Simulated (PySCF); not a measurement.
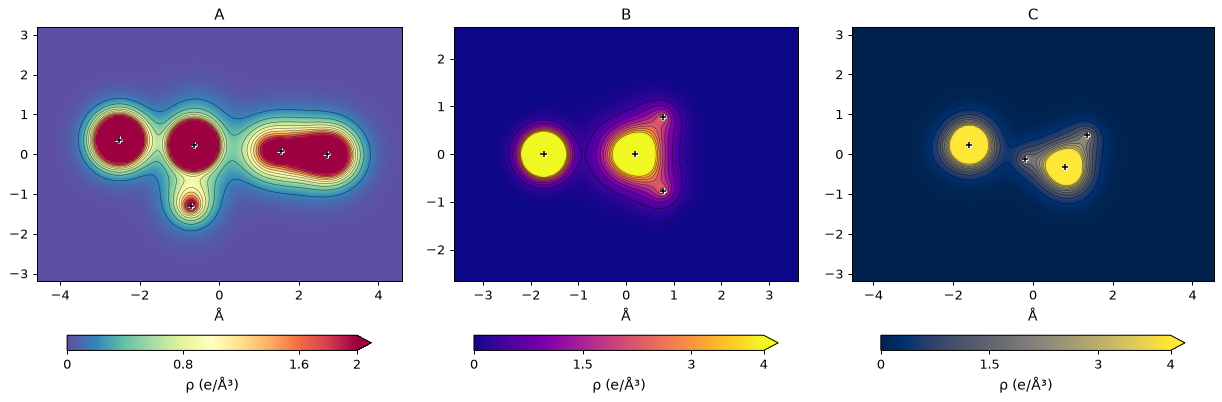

The total electron density of 3 systems, each on a plane through atoms (crosses mark nuclei in the plane).

Method: wB97M-D3(BJ)/def2-TZVPD, SCF density, gas phase in PySCF.

System 1: CH3FGeN (charge −1), the plane of atoms F2, Ge1 and H5. Geometry: PBE0-D3(BJ)/def2-TZVPD.

```xyz
7

Ge    0.0724   -0.5596    0.0472
F     0.9537    1.1055   -0.1261
H     0.6861   -1.0642   -1.2726
H    -1.3058    0.1287    0.0406
H     0.7834   -0.8420    1.3840
C    -0.9480   -2.4858    0.2451
N    -1.4811   -3.5109    0.3497
```

System 2: H3O···HF (SMILES [OH3+].F) (charge +1), the plane of atoms H2, O1 and H3. Geometry: PBE0-D3(BJ)/def2-TZVPD.

```xyz
6

O     0.0581   -0.0320    0.1918
H    -0.5670    0.3408   -0.4559
H     0.2286   -1.0318    0.0431
H     0.8819    0.4878    0.2185
F     0.5131   -2.4231   -0.2602
H     0.3283   -3.1744    0.2625
```

System 3: H2MgO (charge +2), the molecular plane. Geometry: PBE0-D3(BJ)/def2-TZVPD.

```xyz
4

Mg   -0.2032    0.2512   -0.1338
O    -1.1100   -0.2997   -1.7237
H    -1.6358    0.2597   -2.3279
H    -1.1449   -1.2009   -2.0990
```

### Match each panel to its system.

Panel A is system 1, CH3FGeN: the plane holds Ge, F, H, C and N. C–N (1.16 Å): ρ is about 3.7 e/Å³ halfway. Panel B is system 3, H2MgO: the plane holds Mg, O and H. Mg–O (1.91 Å): ρ at the midpoint is about 0.49 e/Å³. Panel C is system 2, H3O···HF: the plane holds O, H and F. F5···H3 (1.45 Å): the density falls to about 0.47 e/Å³ on the way: a closed-shell contact with the geometry of a hydrogen bond.
